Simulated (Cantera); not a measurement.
Input: 1 mol PbO, 15 mol H2, 0.1 mol H2O, equilibrated at 100000 Pa.

Cantera equilibrium calculation (NASA polynomials, part measured and part estimated; ideal gas, pure solids and liquids). Candidate condensed phases: H2O, Pb, PbO, PbO2, Pb3O4; 12 gas species. Kinetics and transport are ignored.

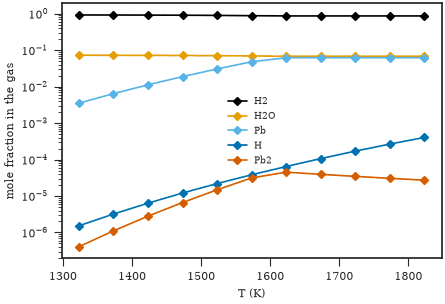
Equilibrium gas composition (values under 1e-9 drawn at 1e-9)

From 1323 K to 1573 K the condensed part is Pb(l). From 1623 K to 1823 K nothing is condensed. The main Pb-bearing gas is Pb throughout.
